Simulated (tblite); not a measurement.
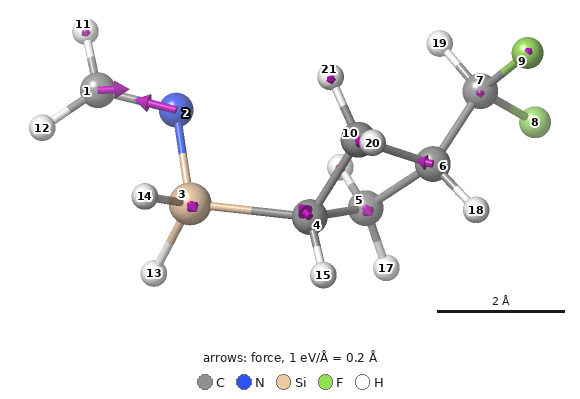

Starting geometry of C6H11F2NSi with the computed forces as purple arrows. Style: ball-and-stick. Shown at a tilt.

Level of theory: GFN2-xTB geometry optimisation, gas phase in tblite 0.8.0. 

What follows when this structure is relaxed?

Answer. It isn't relaxed: the largest force vector, on the N atom, is 3.51 eV/Å. The final displacements have little in common with the starting forces (cosine between the two patterns 0.09). The largest moves after the best rigid fit, 1.85 Å, are those of F and H atoms. By element the largest moves are F 1.85 Å, H 1.83 Å, C 1.21 Å, N 0.49 Å, Si 0.38 Å. Among the contacts that change: C–N 1.303 → 1.248 Å, H–Si 1.485 → 1.461 Å, C–C 1.563 → 1.542 Å, C–H 1.102 → 1.088 Å. Bond angles that change, for instance: C–N–Si 115.6° → 134.6°, N–Si–H 108.4° → 117.4°, N–Si–H 108.0° → 102.8°. Groups turn about N–Si by about 55°, C–C by about 35°, C–C by about 35°. The energy falls by 11.6 kcal/mol in 205 geometry steps. Cost: 2 s on 1 thread of Arm Neoverse V1 (shared host).
